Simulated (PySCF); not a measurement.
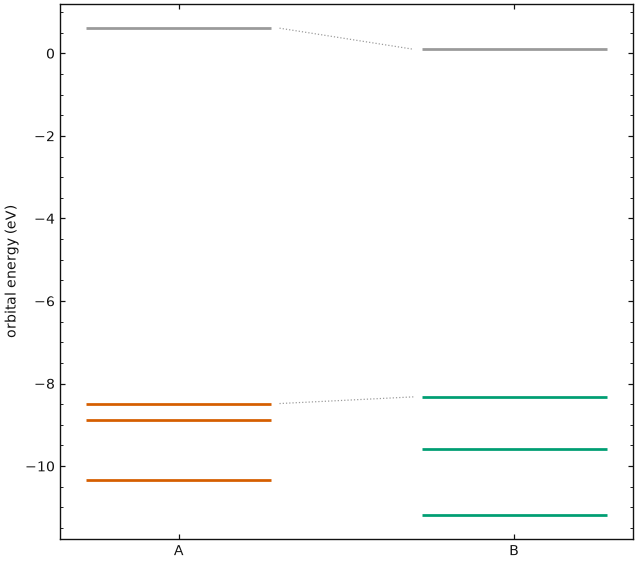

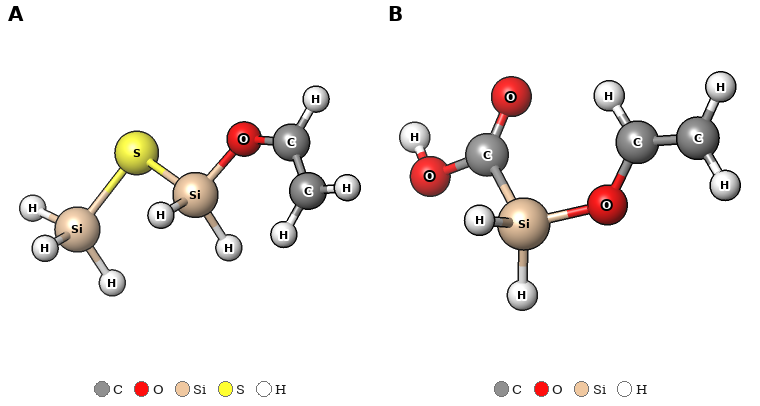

Related molecules: A is C₂H₈OSSi₂, SMILES C=CO[SiH2]S[SiH3]; B is C₃H₆O₃Si, SMILES C=CO[SiH2]C(=O)O. Frontier orbital energies, CAM-B3LYP/def2-SVPD in PySCF, at a PBE0-D3(BJ)/def2-SVP geometry (no frequency check); drawn are at most three filled levels and, in grey, the LUMO with any level within 0.03 eV of it; dotted lines join the HOMOs and the LUMOs.

**What does the change do to the frontier levels?**

From A to B the HOMO rises by 0.16 eV and the LUMO falls by 0.51 eV, so the separation goes from 9.09 to 8.42 eV.

**Does the ΔSCF ionisation energy follow the HOMO?**

A: −ε(HOMO) 8.48, ΔSCF 9.28 eV; B: −ε(HOMO) 8.32, ΔSCF 9.22 eV.

Caveats, for all or some of the runs: empty levels above zero depend strongly on the basis; one conformer of a flexible molecule.
